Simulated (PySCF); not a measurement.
CF$_{2}$ (charge +1): geometry relaxation

CF$_{2}$, charge +1, multiplicity 2, computed with HF/6-31G*, UHF (PySCF 2.14.0).

The geometry comes from this level: PBE0-D4/def2-TZVP symmetrised.

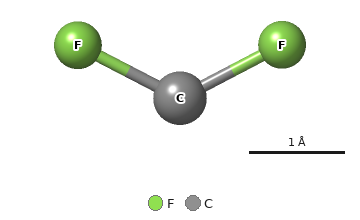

Fig. 1: The starting structure (ball-and-stick view, seen on its broad side). Bond lengths as drawn: C–F 1.21 Å.

### Summary

```json
{"quantity": "outcome", "value": "converged"}
{"quantity": "total energy", "value": "−236.284041 hartree"}
{"quantity": "basis functions", "value": "42"}
{"quantity": "⟨S²⟩", "value": "0.755"}
{"quantity": "zero-point energy", "value": "0.009196 hartree"}
{"quantity": "wavenumbers, lowest and highest", "value": "685 and 1853 cm⁻¹"}
{"quantity": "hardware", "value": "1 thread of Arm Neoverse V1, 24 GiB of memory available, shared host"}
{"quantity": "wall time", "value": "7.5 s"}
{"quantity": "peak memory", "value": "0.14 GiB"}
```

Further notes kept with the run: dipole of an ion depends on the origin.

### The input (job.py)
```python
import numpy
from pyscf import gto, symm
from pyscf.hessian import thermo
from pyscf.geomopt.geometric_solver import kernel as optimise

mol = gto.M(
    atom='F 0.417639 0.942049 0.333977; C 0.314240 -0.252291 0.145058; F -0.616300 -0.782552 -0.425682',
    max_memory=1860,
    charge=1,
    basis='6-31g*',
    spin=1,
    verbose=3,
)

mf = mol.UHF()
mf.conv_tol = 1e-10
converged, mol_eq = optimise(mf, maxsteps=80)
print('converged:', converged)
print(mol_eq.tostring())

mf.reset(mol_eq)
mol = mol_eq
mf.kernel()
e_final = mf.e_tot
print('E = %.10f Eh' % e_final)
hess = mf.Hessian().kernel()
modes = thermo.harmonic_analysis(mol, hess)
print('frequencies (1/cm)', numpy.round(modes['freq_wavenumber'], 1))
symm.geom.TOLERANCE = 1e-3  # for the symmetry number
th = thermo.thermo(mf, modes['freq_au'], 298.15, 101325)
thermo.dump_thermo(mol, th)
```

Command:
```bash
OMP_NUM_THREADS=1 python job.py
```

### The program's output
```
[file] SyntaxWarning: invalid escape sequence '\W'
  S = {(paw_set(r)[0], bool(re.search(r"spin_orbit\W+true|paw_fr", str((r.get("files") or {}).get("input") or "")) or re.search("(?i)spin.orbit\W+(value\W+)?(true|yes)|value\W+spin-orbit", json.dumps(r.get("inputs"), default=str)))) for r in records}

#|     Arguments passed to driver run_optimizer():      |#
customengine              <pyscf.geomopt.geometric_solver.PySCFEngine object>
maxiter                   80
----------------------------------------------------------
Custom engine selected.
Bonds will be generated from interatomic distances less than 1.20 times sum of covalent radii
9 internal coordinates being used (instead of 9 Cartesians)
Internal coordinate system (atoms numbered from 1):
Distance 1-2
Distance 2-3
Angle 1-2-3
Translation-X 1-3
Translation-Y 1-3
Translation-Z 1-3
Rotation-A 1-3
Rotation-B 1-3
Rotation-C 1-3
<class 'geometric.internal.Distance'> : 2
<class 'geometric.internal.Angle'> : 1
<class 'geometric.internal.TranslationX'> : 1
<class 'geometric.internal.TranslationY'> : 1
<class 'geometric.internal.TranslationZ'> : 1
<class 'geometric.internal.RotationA'> : 1
<class 'geometric.internal.RotationB'> : 1
<class 'geometric.internal.RotationC'> : 1
> ===== Optimization Info: ====
> Job type: Energy minimization
> Maximum number of optimization cycles: 80
> Initial / maximum trust radius (Angstrom): 0.100 / 0.300
> Convergence Criteria:
> Will converge when all 5 criteria are reached:
>  |Delta-E| < 1.00e-06
>  RMS-Grad  < 3.00e-04
>  Max-Grad  < 4.50e-04
>  RMS-Disp  < 1.20e-03
>  Max-Disp  < 1.80e-03
> === End Optimization Info ===

Geometry optimization cycle 1
Cartesian coordinates (Angstrom)
 Atom        New coordinates             dX        dY        dZ
   F   0.417639   0.942049   0.333977    0.000000  0.000000  0.000000
   C   0.314240  -0.252291   0.145058    0.000000  0.000000  0.000000
   F  -0.616300  -0.782552  -0.425682    0.000000  0.000000  0.000000

WARN: Mole.unit (angstrom) is changed to Bohr

WARN: HOMO -0.189669814759504 >= LUMO -0.189669814759504

converged SCF energy = -236.28372805226  <S^2> = 0.75542437  2S+1 = 2.005417
--------------- UHF_Scanner gradients ---------------
         x                y                z
0 F     0.0026335824     0.0160093854     0.0032189579
1 C     0.0094014079    -0.0075500660     0.0043396084
2 F    -0.0120349903    -0.0084593194    -0.0075585663
----------------------------------------------
cycle 1: E = -236.283728052  dE = -236.284  norm(grad) = 0.0266712
Step    0 : Gradient = 1.540e-02/1.654e-02 (rms/max) Energy = -236.2837280523
Hessian Eigenvalues: 5.00000e-02 5.00000e-02 5.00000e-02 ... 2.50000e-01 9.82751e-01 9.82759e-01

Geometry optimization cycle 2
Cartesian coordinates (Angstrom)
 Atom        New coordinates             dX        dY        dZ
   F   0.411436   0.933368   0.329604   -0.006203 -0.008681 -0.004373
   C   0.315589  -0.253373   0.145681    0.001349 -0.001082  0.000623
   F  -0.611446  -0.772788  -0.421931    0.004854  0.009764  0.003751
converged SCF energy = -236.284026984132  <S^2> = 0.75529222  2S+1 = 2.0052852
--------------- UHF_Scanner gradients ---------------
         x                y                z
0 F    -0.0010623556     0.0012244385    -0.0004493354
1 C     0.0024248253    -0.0019476178     0.0011192459
2 F    -0.0013624697     0.0007231793    -0.0006699105
----------------------------------------------
cycle 2: E = -236.284026984  dE = -0.000298932  norm(grad) = 0.00407229
Step    1 : Displace = 9.475e-03/1.153e-02 (rms/max) Trust = 1.000e-01 (=) Grad = 2.351e-03/3.305e-03 (rms/max) E (change) = -236.2840269841 (-2.989e-04) Quality = 1.006
Hessian Eigenvalues: 5.00000e-02 5.00000e-02 5.00000e-02 ... 2.79920e-01 8.82541e-01 9.82755e-01

Geometry optimization cycle 3
Cartesian coordinates (Angstrom)
 Atom        New coordinates             dX        dY        dZ
   F   0.414026   0.933812   0.331078    0.002590  0.000444  0.001475
   C   0.312451  -0.250854   0.144232   -0.003137  0.002519 -0.001448
   F  -0.610898  -0.775751  -0.421957    0.000547 -0.002963 -0.000026
converged SCF energy = -236.284039590482  <S^2> = 0.75526948  2S+1 = 2.0052626
--------------- UHF_Scanner gradients ---------------
         x                y                z
0 F     0.0003335500    -0.0004534965     0.0001334458
1 C    -0.0008175263     0.0006562055    -0.0003773998
2 F     0.0004839763    -0.0002027090     0.0002439540
----------------------------------------------
cycle 3: E = -236.28403959  dE = -1.26064e-05  norm(grad) = 0.00138237
Step    2 : Displace = 3.485e-03/4.276e-03 (rms/max) Trust = 1.414e-01 (+) Grad = 7.981e-04/1.114e-03 (rms/max) E (change) = -236.2840395905 (-1.261e-05) Quality = 0.672
Hessian Eigenvalues: 5.00000e-02 5.00000e-02 5.00000e-02 ... 3.65539e-01 8.96830e-01 9.82755e-01

Geometry optimization cycle 4
Cartesian coordinates (Angstrom)
 Atom        New coordinates             dX        dY        dZ
   F   0.413405   0.933728   0.330727   -0.000621 -0.000084 -0.000351
   C   0.313222  -0.251473   0.144588    0.000770 -0.000618  0.000356
   F  -0.611048  -0.775049  -0.421962   -0.000149  0.000703 -0.000005
converged SCF energy = -236.284041106358  <S^2> = 0.75527524  2S+1 = 2.0052683
--------------- UHF_Scanner gradients ---------------
         x                y                z
0 F     0.0000018232     0.0000049091     0.0000015460
1 C     0.0000014432    -0.0000012530     0.0000006558
2 F    -0.0000032664    -0.0000036561    -0.0000022018
----------------------------------------------
cycle 4: E = -236.284041106  dE = -1.51588e-06  norm(grad) = 7.92347e-06
Step    3 : Displace = 8.434e-04/1.050e-03 (rms/max) Trust = 1.414e-01 (=) Grad = 4.575e-06/5.460e-06 (rms/max) E (change) = -236.2840411064 (-1.516e-06) Quality = 1.001
Hessian Eigenvalues: 5.00000e-02 5.00000e-02 5.00000e-02 ... 3.64082e-01 8.99266e-01 9.82755e-01

Geometry optimization cycle 5
Cartesian coordinates (Angstrom)
 Atom        New coordinates             dX        dY        dZ
   F   0.413402   0.933724   0.330725   -0.000003 -0.000003 -0.000002
   C   0.313223  -0.251474   0.144589    0.000002 -0.000001  0.000001
   F  -0.611046  -0.775044  -0.421961    0.000002  0.000005  0.000001
converged SCF energy = -236.284041106403  <S^2> = 0.75527532  2S+1 = 2.0052684
--------------- UHF_Scanner gradients ---------------
         x                y                z
0 F    -0.0000001426    -0.0000002428    -0.0000001053
1 C    -0.0000000259    -0.0000000089    -0.0000000152
2 F     0.0000001685     0.0000002517     0.0000001205
----------------------------------------------
cycle 5: E = -236.284041106  dE = -4.43379e-11  norm(grad) = 4.44534e-07
```

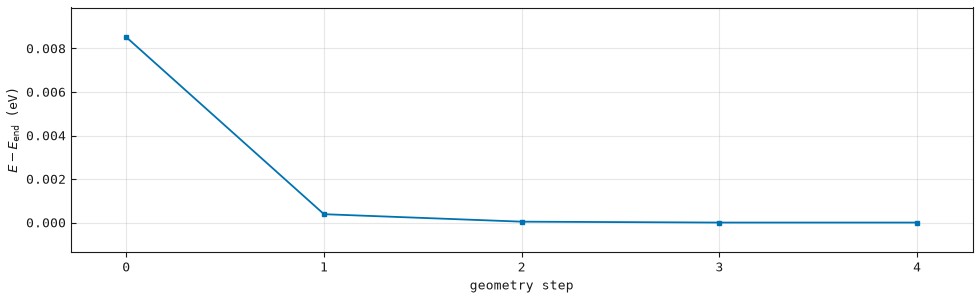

Fig. 2: Progress of the relaxation, step by step (steps are counted from 0). The largest moves after the best rigid fit, 0.010 Å, are those of F1 and F3. By element the largest moves are F 0.010 Å, C 0.001 Å. Distances before and after: C2–F3 1.214 → 1.204 Å. The energy falls by 0.009 eV in 4 geometry steps. The largest force component goes from 0.82 to under 0.0001 eV/Å. (Atoms are counted from 1 in the order of the input.)

```
Step    4 : Displace = 4.339e-06/5.093e-06 (rms/max) Trust = 2.000e-01 (+) Grad = 2.567e-07/3.260e-07 (rms/max) E (change) = -236.2840411064 (-4.434e-11) Quality = 1.014
Hessian Eigenvalues: 5.00000e-02 5.00000e-02 5.00000e-02 ... 3.64082e-01 8.99266e-01 9.82755e-01
Converged! =D

converged: True
F           0.41340178        0.93372429        0.33072487
C           0.31322324       -0.25147406        0.14458871
F          -0.61104602       -0.77504423       -0.42196059

WARN: HOMO -0.187228867621227 >= LUMO -0.187228867621227

converged SCF energy = -236.284041106403  <S^2> = 0.75527532  2S+1 = 2.0052684
E = -236.2840411064 Eh
frequencies (1/cm) [ 685.4 1498.  1853.2]
temperature 298.1500 [K]
pressure 101325.00 [Pa]
Rotational constants [GHz] 175.57795 11.72910 10.99463
Symmetry number 2
Zero-point energy (ZPE) 0.00920 [Eh]   24144.752 [J/mol]
                           tot       elec      trans        rot        vib
Entropy [J/mol/K]       243.428      5.763    157.537     78.712      1.415
Cv [J/mol/K]             28.933      0.000     12.472     12.472      3.990
Cp [J/mol/K]             37.247      0.000     20.786     12.472      3.990
Internal energy [J/mol]                      3718.434   3718.434  24472.158
Internal energy [Eh]   -236.27189  -236.28404
Enthalpy [J/mol]                             6197.391   3718.434  24472.158
Enthalpy [Eh]          -236.27094
Gibbs free energy [J/mol]                  -40772.357 -19749.593  24050.200
Gibbs free energy [Eh] -236.29859
```

### Trajectory as extended XYZ (Å, eV, eV/Å), 5 frames, from step=0 to step=4
```
3
Properties=species:S:1:pos:R:3:forces:R:3 step=0 energy=-6429.60779
F     0.4176    0.9420    0.3340   -0.1354  -0.8232  -0.1655
C     0.3142   -0.2523    0.1451   -0.4834   0.3882  -0.2232
F    -0.6163   -0.7826   -0.4257    0.6189   0.4350   0.3887
3
Properties=species:S:1:pos:R:3:forces:R:3 step=1 energy=-6429.61592
F     0.4114    0.9334    0.3296    0.0546  -0.0630   0.0231
C     0.3156   -0.2534    0.1457   -0.1247   0.1002  -0.0576
F    -0.6114   -0.7728   -0.4219    0.0701  -0.0372   0.0344
3
Properties=species:S:1:pos:R:3:forces:R:3 step=2 energy=-6429.61627
F     0.4140    0.9338    0.3311   -0.0172   0.0233  -0.0069
C     0.3125   -0.2509    0.1442    0.0420  -0.0337   0.0194
F    -0.6109   -0.7758   -0.4220   -0.0249   0.0104  -0.0125
3
Properties=species:S:1:pos:R:3:forces:R:3 step=3 energy=-6429.61631
F     0.4134    0.9337    0.3307   -0.0001  -0.0003  -0.0001
C     0.3132   -0.2515    0.1446   -0.0001   0.0001   0.0000
F    -0.6110   -0.7750   -0.4220    0.0002   0.0002   0.0001
3
Properties=species:S:1:pos:R:3:forces:R:3 step=4 energy=-6429.61631
F     0.4134    0.9337    0.3307    0.0000   0.0000   0.0000
C     0.3132   -0.2515    0.1446    0.0000   0.0000   0.0000
F    -0.6110   -0.7750   -0.4220    0.0000   0.0000   0.0000
```

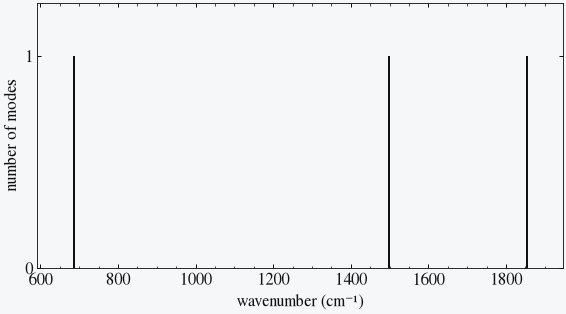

Fig. 3: Harmonic vibrational wavenumbers from the force constants; neighbouring modes closer than 5 cm⁻¹ are counted in one stick. 3 modes from 685 to 1853 cm⁻¹, none imaginary.
